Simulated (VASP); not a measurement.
Band structure of NaI (rock salt). These are optB88-vdW, VASP's PBE PAW potentials (set 64) (plane waves; VASP) values and carry that method's errors.

Unless said otherwise, spin-orbit coupling is left out, though it shifts the bands of the heavy elements here.

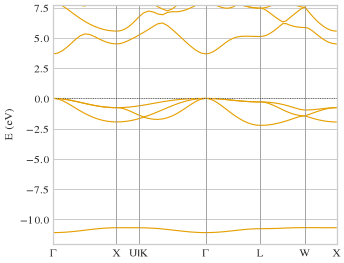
Figure: Bands along high-symmetry lines, zero at the valence-band maximum or, without a gap, the Fermi level

### Question
Read the plot: is there a gap, and where are the band edges?

### Answer
The gap is direct, 3.68 eV, from the valence maximum at Γ to the conduction minimum at Γ. (Edges off the drawn lines would not show.)

Measured: gap 5.90 eV (computed value off by -2.22 eV), as given by Abedi et al., (2022), arXiv:2211.14644.

The compound is NaI in the rock salt structure. It was relaxed first.
